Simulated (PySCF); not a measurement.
# C5H11N: the cost of one run

Computed with PySCF 2.14.0 and routines of our own; the level stands in each step. Atoms count from 0.

## 1. The system as given

17 atoms, charge 1, multiplicity 2; geometry from: GFN2-xTB.

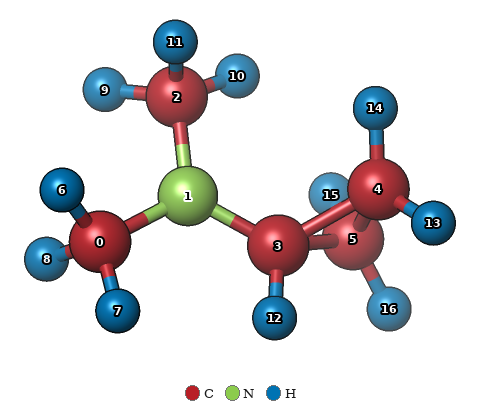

The starting geometry (carbon red, nitrogen green, hydrogen blue).

## 2. Open-shell or spin-flip excitations: unrestricted TDA PBE0/def2-SVPD

Job settings and geometry (Å):

```
{"job": {"kind": "uabs", "xc": "PBE0", "basis": "def2-SVPD", "nstates": 10, "tda": true}, "charge": 1, "multiplicity": 2}
C     -1.601070    -1.088765     0.656751
N     -0.629815    -0.208441     0.097860
C     -1.123461     0.836067    -0.737602
C      0.704184    -0.358773     0.397085
C      1.663815     0.838533     0.428766
C      1.805658    -0.143166    -0.659987
H     -2.425384    -0.517124     1.092424
H     -1.168012    -1.731643     1.419875
H     -2.035155    -1.723520    -0.124954
H     -1.939700     0.461928    -1.358778
H     -0.347531     1.251037    -1.376174
H     -1.534631     1.651066    -0.128308
H      0.894522    -1.150698     1.110551
H      2.375260     0.829057     1.240945
H      1.250250     1.812342     0.216079
H      1.491517     0.113889    -1.660148
H      2.612555    -0.859759    -0.624296
```

Level: unrestricted TDA PBE0/def2-SVPD, vertical, gas phase, core orbitals frozen in the response.

The run is started by

```
$ OMP_NUM_THREADS=1 python excited_run.py task.json out
```

One launch serves the whole session: the jobs run in the order shown.

Q: Estimate the wall time and peak memory of this first job on 1 thread of Arm Neoverse V2, shared host.

About 52 s, with a peak of 0.71 GiB.
